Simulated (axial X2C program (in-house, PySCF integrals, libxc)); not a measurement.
# OsMg: relativistic diatomic calculation

System: OsMg, single determinant with M_S = 2 and |Λ| = 0.
Method: B3LYP, spin-free X2C-1e, Os dyall-cv3z, Mg dyall-cv3z (cores contracted) (axial X2C program (in-house, PySCF integrals, libxc)).

**The input**
```
{"zs": [76, 12], "q": 0, "bas": ["dyall-cv3z", "dyall-cv3z"], "levels": ["PBE0", "HF", "B3LYP"], "cc": true, "r0": 2.68, "thr": -2.0, "nmax": 90, "npts": 10, "nst": 2, "ntry": 6}
```

The line is the task of a batch: nuclear charges, charge, bases, the levels to run, a first guess of the distance and further settings. This report covers B3LYP without spin-orbit coupling. The log is that of the reference distance 2.537 Å.

Hardware: 1 thread of Intel Xeon @ 2.60GHz (Ice Lake), 24 GiB of memory available, shared host.

Launched within a batch (the task file carries these settings):
```bash
python <driver script> task.json out
```

**The program's output**
```
spin-free X2C-1e  B3LYP
basis functions 262  fitting functions 1189  grid points 5080
iter        total energy     max residual
   1     -17456.413376104     1.54e-01
   2     -17456.415077402     4.15e-03
   3     -17456.415306081     1.31e-02
   4     -17456.415355524     3.68e-03
   5     -17456.415373461     5.00e-03
   6     -17456.415390377     3.44e-04
   7     -17456.415391108     4.42e-04
   8     -17456.415391363     8.13e-05
   9     -17456.415391385     8.42e-05
  10     -17456.415391393     4.08e-06
converged
one-electron -24329.76577591  Coulomb 7044.86587028  exact exchange -71.08190652  xc functional -290.66204450  nuclear repulsion 190.22846526
```

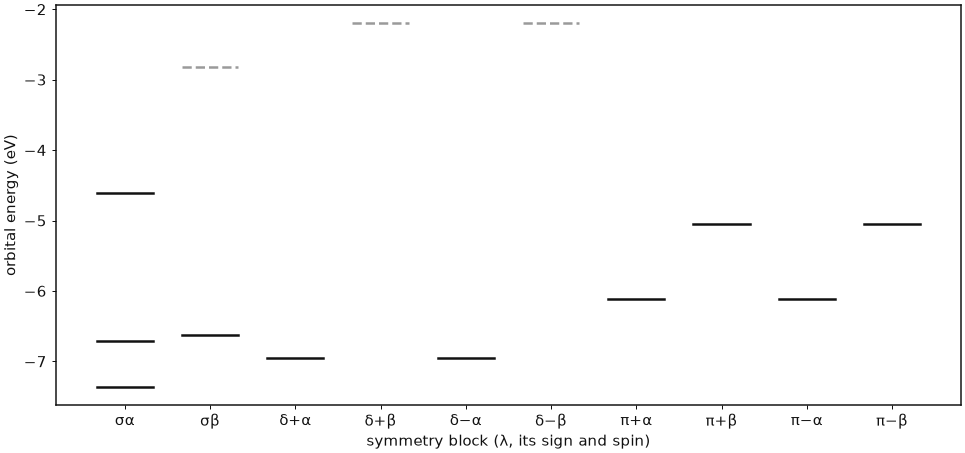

**Figure 1.** Orbital energies near the frontier at 2.54 Å, filled (solid) and empty (dashed); a label such as π−α means λ = −1 and α spin. The highest filled orbital (σα; 32 % Mg s, 32 % Mg p) lies at −4.61 eV, the lowest empty one (σβ; 26 % Os s, 25 % Mg p) at −2.82 eV.

**Outcome**

```
                    quantity                                        value
                     outcome  not converged in a step after the SCF shown
largest ⟨S²⟩ along the curve                                         6.04
                   wall time                                         11 s
                 peak memory                                     0.67 GiB
```

**Diagnosis**

The SCF whose log is shown converged, but a later step did not. The run therefore gave no full result.
